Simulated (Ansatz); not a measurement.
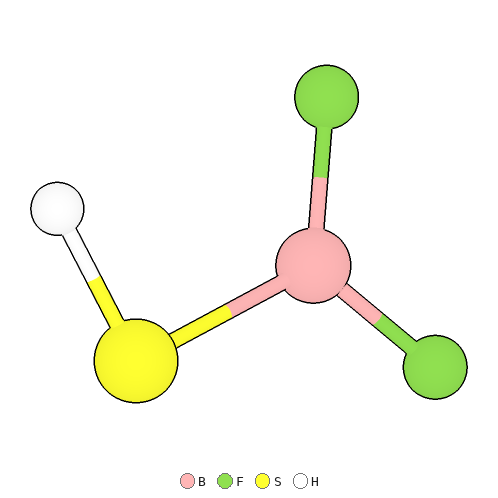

Harmonic vibrations computed with RKS PBE0-D4/def2-TZVP (Ansatz 0.2.0) at a stationary point of the same level.

Minimum or transition state?

A minimum: no imaginary frequency, and the lowest mode lies at 295 cm⁻¹.

How many vibrational modes are there, and where do they lie?

9 modes: 295, 368, 412, 583, 683, 837, 1258, 1429, 2724 cm⁻¹.
